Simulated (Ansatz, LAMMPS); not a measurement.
# Force difference against the radius of support functions in Li+ BF4- in acetonitrile and dimethyl sulfoxide at 350 K (156 atoms)

Density of this cell: 1.04 g/cm³. The cell holds 156 atoms: 36 C, 9 S, 9 O, 81 H, 9 N, 2 B, 8 F and 2 Li. Its edges and angles: a = 12.645 Å, b = 12.645 Å, c = 12.645 Å, α = 90.0°, β = 90.0°, γ = 90.0°. 9 acetonitrile, 9 dimethyl sulfoxide, 2 Li+, 2 BF4- placed at random, at 1.03 g/cm³; overlaps pushed apart, then 10 ps at 550 K with stiff harmonic cages for PF6 and BF4 with UFF radii; Joung-Cheatham ions (J. Phys. Chem. B 112, 9020 (2008)); MMFF94 bonds, angles, torsions, charges and radii (Halgren, J. Comput. Chem. 17, 490 (1996)) in harmonic and 12-6 forms; charges of ions scaled by 0.8. Snapshot after 30 ps at 350 K and fixed volume.

Calculated with Ansatz 0.2.0: Kohn-Sham DFT, PBE+D3(BJ), PAW (set soft_2), localised support functions (medium), with the radius typed; the reference is Kohn-Sham DFT, PBE+D3(BJ), PAW (set soft_2), plane waves, cutoff 750 eV, Γ point, gaussian smearing of 0.025 eV, with an r.m.s. force component of 0.939 eV/Å.

```
radius (Å)  r.m.s. force difference (meV/Å)     time
      3.51                            0.784    2 min
       3.8                            0.726  2.3 min
      4.05                                ?        ?
      4.34                            0.634  3.5 min
      4.88                            0.608  5.4 min
```

Task: Fit a power law of the radius to the rows given and interpolate to the withheld row.

**Working.**

A power law y = A x^b is a line in u = ln x and v = ln y.

| u = ln x | v = ln y |
| --- | --- |
| 1.25562 | -0.243346 |
| 1.33500 | -0.320205 |
| 1.46787 | -0.455706 |
| 1.58515 | -0.497580 |

With n = 4: mean u = 1.41091, mean v = -0.379210, Σ(u − ū)² = 0.063481, Σ(u − ū)(v − v̄) = -0.050560. Slope b = -0.050560 / 0.063481 = -0.79645; intercept a = v̄ − b ū = 0.74451.

At the withheld row u = 1.399, v = a + b u = -0.3695, and y = exp(v).

Prediction at 4.05: 0.6911 meV/Å. The run gave 0.683 meV/Å, so the fit is high by 0.0081 meV/Å (1.2 % of the value).

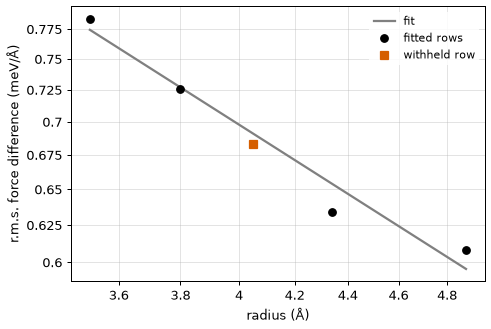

The fit, the rows that it rests on and the withheld row.

The fitted exponent is -0.80. Between neighbouring rows, the withheld one included, the exponents are -0.97, -0.96, -1.1 and -0.36, so one power law doesn't hold over the range. Among the rows given, the largest relative miss of the fit is at 4.34, by 0.020 meV/Å (3.2 %).

Limits: The difference holds the reference's own basis error, which sets a floor under it.

[Logs are printed without paths, hosts, clocks, repeated set-up lines and the standing remarks that a program may print on its own settings, such as how far it seeks lower states.]

[Hosts, paths, dates, database ids (printed as entryN), source tags and the programs' standing remarks are cut or masked in the printed files.]

[The MMFF94 radii named for the starting cell were scaled by 0.96; in molecules described by MMFF94, hydrogen bound to N, O or S took a small fixed 12-6 site in their place.]
